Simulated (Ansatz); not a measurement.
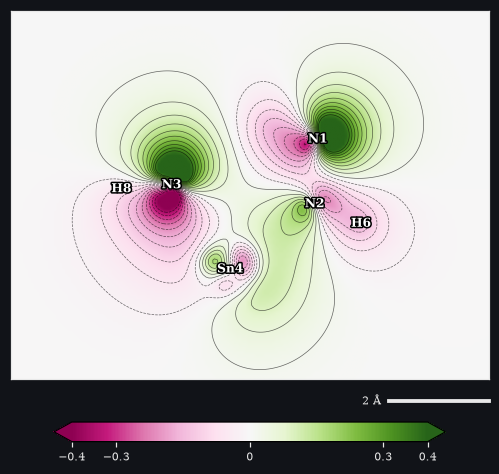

H$_{4}$N$_{3}$Sn (SMILES [NH-]/[NH+]=[Sn]\[NH2]) (doublet). The HOMO−1 (β) on the plane of atoms N2, Sn4 and N3 (values in Å⁻³ᐟ²; the overall sign is arbitrary).

Geometry: PBE0-D3(BJ)/def2-SVP; core potentials replace the inner electrons of Sn.

Theory: isolated molecule in a Gaussian basis; Kohn-Sham density functional theory, functional PBE0 (Ansatz 0.2.0).

Input file:

```
crystal:
  periodic: [false, false, false]
  atoms:
    - {symbol: N, position_ang: [-2.906691, -0.376571, -1.956772]}
    - {symbol: N, position_ang: [-2.420985, -1.442702, -1.386443]}
    - {symbol: "N", position_ang: [-0.299962, 0.299551, -0.487492]}
    - {symbol: Sn, position_ang: [-0.745378, -1.667711, -0.088534]}
    - {symbol: H, position_ang: [-2.392048, 0.415960, -1.540687]}
    - {symbol: H, position_ang: [-2.919374, -2.281348, -1.694269]}
    - {symbol: H, position_ang: [-0.342991, 0.658666, -1.439460]}
    - {symbol: H, position_ang: [0.450373, 0.767053, 0.013008]}
basis:
  gaussian: {orbitals: def2-TZVPD}
magnetization: {spin_polarized: true, initial_magnetization: 1}
hamiltonian: {xc: {name: PBE0}}
output: {forces: true, orbitals: {seedname: orbitals}}
```

Command:

```sh
ansatz run input.yaml --threads 2 --pin off --max-ram 4350MiB --events-out events.jsonl --progress --plain --runs-dir runs
```

Question: Where does this orbital lie, and at what energy?

Answer: It lies mainly on N3 (about 55 %), N1 (about 15 %) and Sn4 (about 15 %). Its energy is −7.27 eV.
